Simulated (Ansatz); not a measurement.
```xyz
14
Lattice="4.8189 0.0000 0.0000 0.0000 4.8189 0.0000 0.0000 0.0000 13.9271" Properties=species:S:1:pos:R:3 pbc="T T T"
Mg    2.4095    0.0000    0.0000
Mg    0.0000    2.4095    6.9636
Mg    0.0000    2.4095    0.0000
Mg    2.4095    0.0000    6.9636
Mg    2.4095    0.0000    3.4818
Mg    0.0000    2.4095   10.4454
Mg    0.0000    2.4095    3.4818
Mg    2.4095    0.0000   10.4454
Si    0.0000    0.0000    0.0000
Si    2.4095    2.4095    6.9636
S     0.0000    0.0000    9.4834
S     2.4095    2.4095    2.5198
S     0.0000    0.0000    4.4437
S     2.4095    2.4095   11.4073
```

Space group I4/mmm; a structure generated by program, which may or may not match a known phase.

The calculation used Ansatz 0.2.0, DFT PBE, scalar-relativistic, plane waves, PAW.

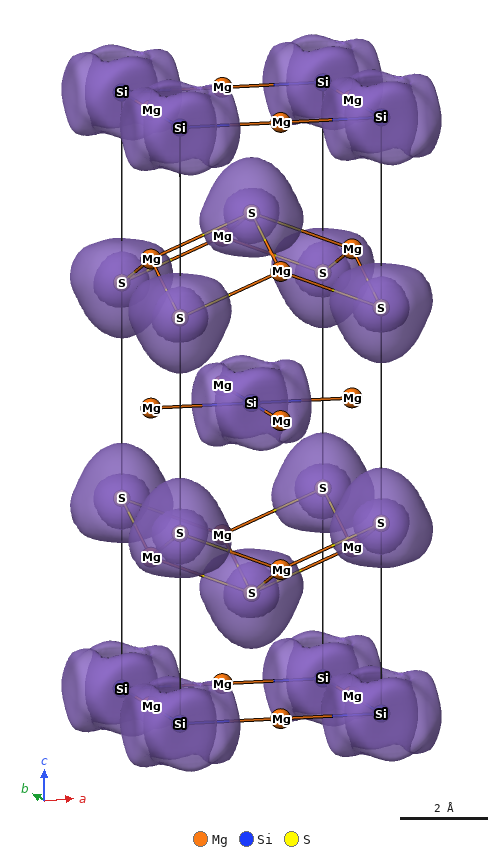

Mg4SiS2. Isosurface of the electron localisation function at 0.8 (purple), seen slightly off an axis. Only the valence region is drawn (cores and ρ < 0.01 e/Å³ removed). Sticks mark near contacts.

In a PAW calculation such maps are meaningful between the atoms, not at the nuclei.

Question: Where are the electrons localised?

Answer: The surface consists of four regions wrapped around S (the valence shell of each) and two regions wrapped around Si (the valence shell of each), counted in one cell of 14 atoms. Any copies at cell faces, edges or corners count once. Along the contacts the grid gives the following. Mg–Si (2.41 Å): the ELF peaks at about 0.85 in the valence shell of Si, 1.0 Å from its nucleus, and is about 0.80 at the midpoint. Mg–S (2.59 Å): the ELF peaks at about 0.85 in the valence shell of S, 0.9 Å from its nucleus, and is about 0.75 at the midpoint.
